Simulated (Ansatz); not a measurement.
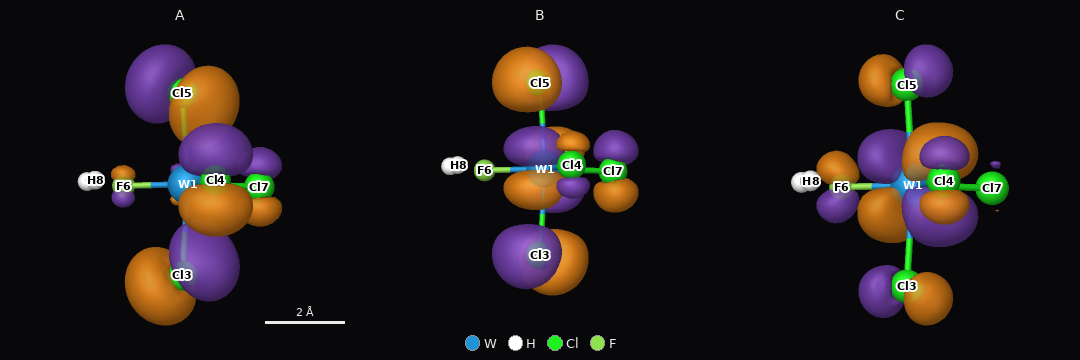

The picture shows: Cl4FW···H2 (doublet). Three frontier orbitals at ±0.1 Å⁻³ᐟ² (orange and purple are the two phases), in no order.

Core potentials replace the inner electrons of W; not at a stationary point (largest force 1.5 eV/Å).

Computed with UHF/def2-SVP (Ansatz 0.2.0).

```xyz
8

W    -0.0002    0.0402   -0.3750
H     0.0005   -0.3588    2.5247
Cl    2.3308   -0.0664   -0.2834
Cl   -0.0001    2.1901    0.3282
Cl   -2.3309   -0.0664   -0.2837
F    -0.0002   -1.5780    0.4629
Cl    0.0001    0.0688   -2.6285
H     0.0000    0.3105    2.7648
```

Order the three orbitals by energy and name them. All are α orbitals.

Answer. A is the HOMO−1 (α) (−12.60 eV). By Hirshfeld shares it lies mainly on Cl3 (about 35 %), Cl5 (about 35 %) and Cl4 (about 25 %); largely a combination of lone pairs on Cl3, Cl5 and Cl4. B is the HOMO (α) (−11.60 eV). Its weight (Hirshfeld) is mainly on W1 (about 35 %), Cl3 (about 25 %), Cl5 (about 25 %) and Cl7 (about 5 %). C is the LUMO (α) (−1.54 eV). It lies mainly on W1 (about 70 %), Cl3 (about 10 %) and Cl5 (about 10 %).

What is the gap between the highest occupied and lowest empty α orbitals?

Answer. 10.06 eV between the orbital energies.
